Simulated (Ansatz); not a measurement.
SiN$_{2}$H$_{5}$Cl: several calculations on one system

## 1. Relaxation

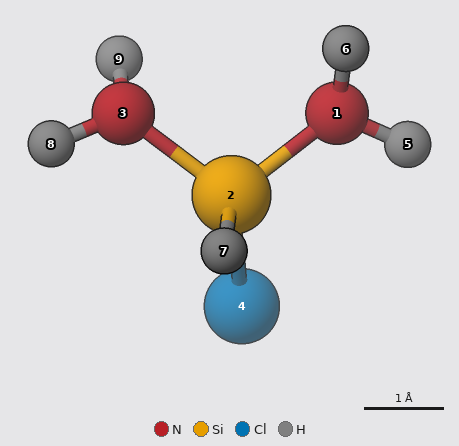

SiN₂H₅Cl, before the relaxation. The picture is a ball-and-stick view, seen face on.

The run prepares an end point of a later path (torsion) calculation, from a guessed geometry.

Method: RKS BHLYP-D4/6-31G* in Ansatz.

The input:
```yaml
crystal:
  periodic: [false, false, false]
  atoms:
    - { symbol: "N", position_ang: [-0.56824, 1.26129, -0.38537] }
    - { symbol: Si, position_ang: [0.38228, -0.16812, -0.37236] }
    - { symbol: "N", position_ang: [0.09949, -0.86187, 1.17364] }
    - { symbol: Cl, position_ang: [-0.28712, -1.23408, -1.96927] }
    - { symbol: H, position_ang: [-0.7477, 1.73053, -1.25704] }
    - { symbol: H, position_ang: [-0.45204, 1.92648, 0.35981] }
    - { symbol: H, position_ang: [1.83094, -0.06228, -0.50586] }
    - { symbol: H, position_ang: [0.58627, -1.70442, 1.42882] }
    - { symbol: H, position_ang: [-0.84388, -0.88754, 1.52763] }
basis:
  gaussian: { orbitals: "6-31G*" }
hamiltonian:
  xc: { name: BHLYP }
  dispersion: d4
relax:
  f_tol: 0.015
  max_steps: 40
output:
  orbitals: {}
```

Launched with:
```bash
ansatz run input.yaml --threads 1 --pin off --max-ram 2048MiB --backend cpu --events-out ev --progress --plain --runs-dir out
```

### Predict the outcome.

Over 7 geometry steps the energy falls by 5.60 kJ/mol. The largest force component goes from 1.3 to 0.011 eV/Å. The atom that moves furthest after the best rigid fit is H8 (0.16 Å). Largest moves by element: H 0.16 Å, N 0.08 Å, Cl 0.07 Å, Si 0.04 Å. Among the contacts that change: Si2–Cl4 2.033 → 2.082 Å, N1–Si2 1.717 → 1.699 Å, Si2–H7 1.459 → 1.470 Å, N1–H5 1.006 → 1.002 Å. Among the angles between lasting bonds that change: N1–Si2–N3 104.6° → 108.0°, Cl4–Si2–H7 107.0° → 104.1°, Si2–N1–H5 119.6° → 122.1°. Cost: 33 s on 1 thread of Arm Neoverse V1, with other jobs on the host, peak memory 0.16 GiB.

Step by step:

```csv
step,"E − E(0), kJ/mol","largest force component, eV/Å"
0,0.00,1.3004
1,-3.94,0.3581
2,-4.83,0.1267
3,-5.09,0.2008
4,-5.42,0.2666
5,-5.48,0.0946
6,-5.59,0.0211
7,-5.60,0.0110
```

Final geometry:

```xyz
9

N    -0.5019    1.3029   -0.3962
Si    0.3612   -0.1599   -0.3431
N     0.0605   -0.8915    1.1591
Cl   -0.3078   -1.1939   -2.0222
H    -0.8031    1.7122   -1.2594
H    -0.4276    1.9706    0.3481
H     1.8232   -0.1368   -0.4963
H     0.6739   -1.6017    1.5137
H    -0.8784   -1.0021    1.4963
```

The end point in the same view:

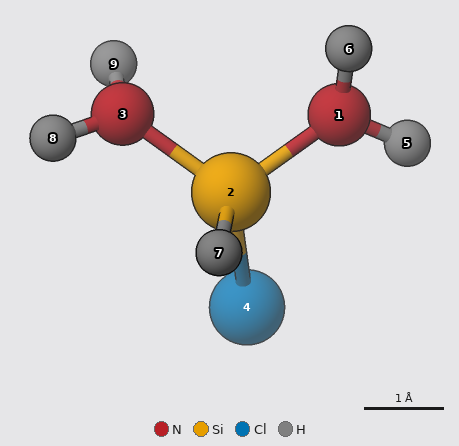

## 2. Relaxation

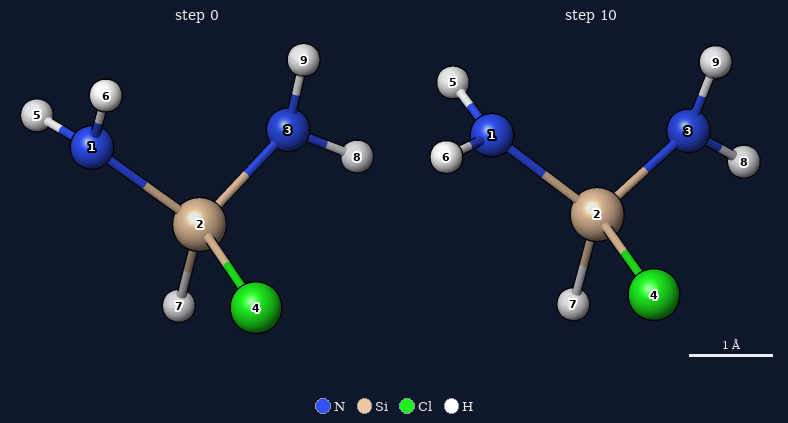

The structure of SiN2H5Cl before (left) and after (right) a relaxation, at one scale.

The picture is a ball-and-stick view, seen at a tilt.

The run prepares an end point of a later path (torsion) calculation, from a guessed geometry.

Level of theory: RKS BHLYP-D4/6-31G* in Ansatz.

Input file:
```yaml
crystal:
  periodic: [false, false, false]
  atoms:
    - { symbol: "N", position_ang: [-0.56824, 1.26129, -0.38537] }
    - { symbol: Si, position_ang: [0.38228, -0.16812, -0.37236] }
    - { symbol: "N", position_ang: [1.99344, 0.38138, -0.60384] }
    - { symbol: Cl, position_ang: [-0.02227, -1.02706, 1.42571] }
    - { symbol: H, position_ang: [-0.7477, 1.73053, -1.25704] }
    - { symbol: H, position_ang: [-0.45204, 1.92648, 0.35981] }
    - { symbol: H, position_ang: [0.15456, -1.1851, -1.39291] }
    - { symbol: H, position_ang: [2.73671, -0.29352, -0.66737] }
    - { symbol: H, position_ang: [2.30636, 1.19253, -0.09391] }
basis:
  gaussian: { orbitals: "6-31G*" }
hamiltonian:
  xc: { name: BHLYP }
  dispersion: d4
relax:
  f_tol: 0.015
  max_steps: 40
output:
  orbitals: {}
```

Command:
```bash
ansatz run input.yaml --threads 1 --pin off --max-ram 2048MiB --backend cpu --events-out ev --progress --plain --runs-dir out
```

Describe what moved and what it gained.

Answer. The energy falls by 25.1 kJ/mol in 9 accepted moves (10 points after the start). The largest force component goes from 1.4 to 0.0077 eV/Å. The line search rejected the trial step at point 6 of the run. The atom that moves furthest after the best rigid fit is H6 (0.99 Å). Largest moves by element: H 0.99 Å, Cl 0.21 Å, N 0.17 Å, Si 0.14 Å. Near-neighbour distances that change, for instance: Si2–Cl4 2.033 → 2.082 Å, N1–Si2 1.717 → 1.699 Å, Si2–H7 1.459 → 1.470 Å. Bond angles that change, for instance: N1–Si2–N3 104.6° → 107.9°, Si2–N1–H6 118.8° → 122.0°, Cl4–Si2–H7 107.0° → 104.1°. The run took 44 s on 1 thread of Arm Neoverse V1, with other jobs on the host, peak memory 0.16 GiB.

## 3. Path

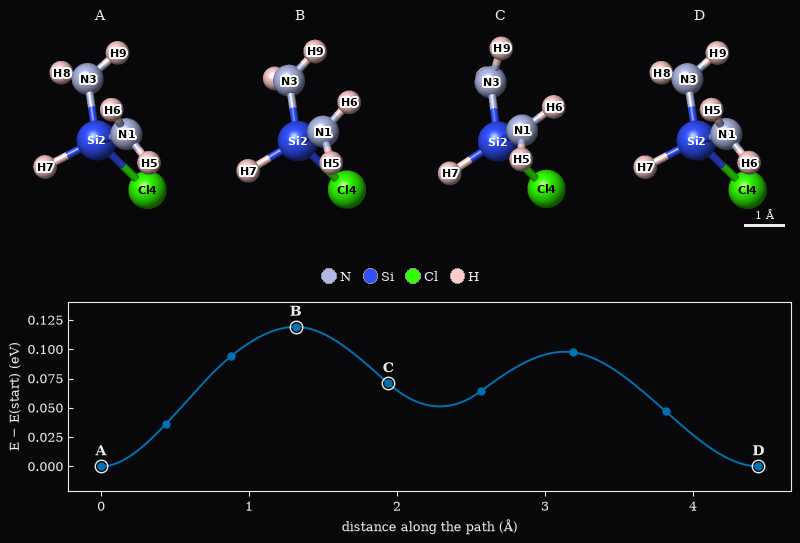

A nudged-elastic-band calculation for SiN2H5Cl. Images are numbered from 0 (start) to 8 (end). Frames A to D are images 0, 3, 4, 8. The picture is a ball-and-stick view, seen from a free direction.

Method: RKS BHLYP-D4/6-31G* in Ansatz. Set-up: 7 movable images; climbing image; force threshold 0.05 eV/Å; iteration limit 56; starting path by image-dependent pair potential.

### Read off the barrier and say what moves.

The barrier is about 0.119 eV in both directions, with image 3 at the top; the ends have the same energy. The profile has 2 maxima (images 3, 6) with a dip at image 5 (+0.064 eV), so the process runs in steps. The path has more than one stage, and so few images may leave a stage unresolved. No bond forms or breaks between the ends. Among the angles between lasting bonds that change up to the highest image: N1–Si2–H7 119.2° → 111.4°, N1–Si2–Cl4 103.8° → 111.5°. The band converged in 12 iterations. The largest component of the band force went from 0.95 to 0.05 eV/Å. The climbing image converged on the top of the path. Its vibrational analysis gives one imaginary mode (250i cm⁻¹), as a transition state must have.
